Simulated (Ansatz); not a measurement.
## A ladder of methods for SiH2Cl− (SMILES [SiH2-]Cl)

SiH2Cl−: 4 atoms, total charge -1, spin state singlet. As SMILES, `[SiH2-]Cl`. The shape is that of a GFN2-xTB optimisation.

| atom | x (Å) | y (Å) | z (Å) |
| --- | --- | --- | --- |
| Si | -0.4879 | 0.4312 | 0.2539 |
| Cl | 1.6721 | -0.1225 | 0.7745 |
| H | -0.9711 | -0.9776 | 0.1654 |
| H | -0.2132 | 0.6688 | -1.1938 |

Quantity: the energy change with the Si1–H4 bond stretched from 1.493 to 1.866 Å, in eV. The values are calculated.

```tsv
level	kind	program	value (eV)	less FCI/STO-3G
HF/STO-3G (restricted)	Hartree–Fock	Ansatz	1.24	+0.36
SVWN5/STO-3G (restricted)	LDA	Ansatz	0.80	-0.08
BLYP/STO-3G (restricted)	GGA	Ansatz	0.68	-0.20
PBE/STO-3G (restricted)	GGA	Ansatz	0.72	-0.16
PBE0/STO-3G (restricted)	global hybrid	Ansatz	0.89	+0.01
HSE06/STO-3G (restricted)	range-separated hybrid	Ansatz	0.89	+0.01
B2PLYP/STO-3G (restricted)	double hybrid	Ansatz	0.93	+0.05
CCSD/STO-3G (restricted)	coupled cluster or CI	Ansatz	0.89	+0.01
CCSDT/STO-3G (restricted)	coupled cluster or CI	Ansatz	0.88	0.00
FCI/STO-3G	exact in the basis	Ansatz	0.88	0.00
```

FCI/STO-3G is exact within its basis and frozen core, so for wave-function methods in that basis the difference is their error; functionals converge differently with the basis, so for them it is only a difference. Sets without diffuse functions describe the anion poorly. The first shape isn't each level's own minimum. The values span 0.68 to 1.24 eV. All rows use very small basis sets, so even the best lies far from the true value.

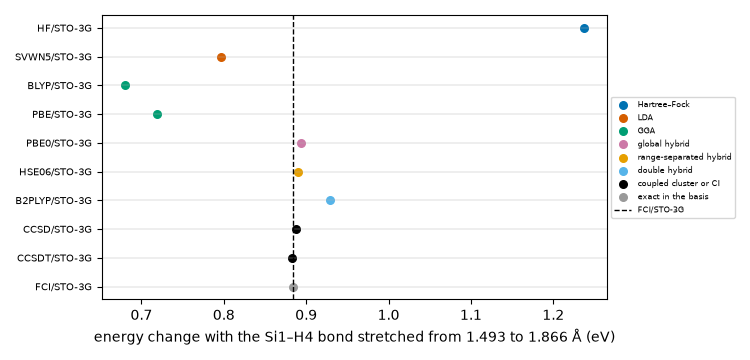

The values of the table, level by level.
